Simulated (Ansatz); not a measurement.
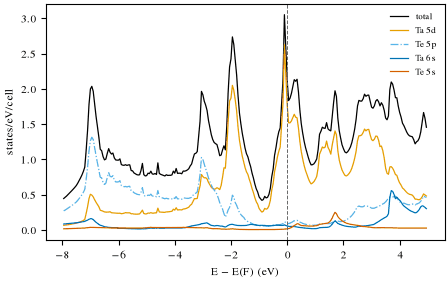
Total and projected density of states of TaTe (CsCl type, Pm-3m), r²SCAN in the plane-wave PAW code Ansatz

Task: Which orbitals carry the states next to the Fermi level?

Result: Within 0.5 eV of the Fermi level: Ta 5d 80 %, Te 5p 5 %, outside the projected shells 10 %. Projections are on Löwdin-orthogonalised atomic valence shells; empty p or d shells of many metals are not among them.

The start of the workflow was typed in or built on a structure type; neither database checked (COD, Materials Project) lists it. Its standing as an ambient phase is unchecked. Symmetry was held in the r²SCAN relaxation; whether a distortion lowers the energy is not shown. The run is not spin-polarised. Its formation energy is positive at this level, so the cell may be metastable or incomplete. With an odd number of electrons in the cell and no spin polarisation, the count alone makes it a metal. Scalar-relativistic: spin–orbit coupling is off unless named, which matters more the heavier the elements.

Potentials: the earlier of the program's two PAW sets.
